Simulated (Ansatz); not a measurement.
## Ligand exchange: CuH + CHCl2I → CuI + CH2Cl2

Species: CuH, singlet; CHCl2I `ClC(Cl)I`, singlet; CuI, singlet; CH2Cl2 (dichloromethane) `ClCCl`, singlet. The partners trade H for I: Cu–H and C–I bonds give way to Cu–I and C–H.

Shapes, held fixed at every level: PBE0-D4/def2-TZVP. Programs: Ansatz 0.2.0. The zero-point and thermal change to 298 K, harmonic and unscaled (PBE0-D4/def2-TZVP), is +16.0 kJ/mol.

```tsv
level	kind	ΔH(298 K) (kJ/mol)	CPU time (sum over the molecules)
HF/def2-TZVPP	Hartree–Fock	-309.2	–
SPW92/def2-TZVPP	LDA	-190.9	6.9 s
PBE-D4/def2-TZVPP	GGA	-196.8	13 s
r2SCAN-D4/def2-TZVPP	meta-GGA	-217.4	27 s
BHLYP-D4/def2-TZVPP	global hybrid	-252.4	16 s
wB97M-V/def2-TZVPP	range-separated hybrid	-229.0	54 s
wB97X-V/def2-TZVPP	range-separated hybrid	-234.9	36 s
```

wB97X-V/def2-TZVPP gives ΔH(298 K) = -234.9 kJ/mol; the levels span -309.2 to -190.9. The median of the levels is -229.0. No measured value is set beside it here. For atoms past krypton def2 sets carry core potentials with scalar relativity. Times are processor times on shared x86 and Arm servers, and rough.

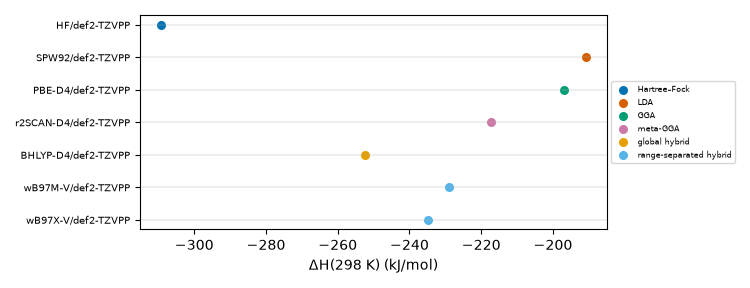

The values of the table, level by level.
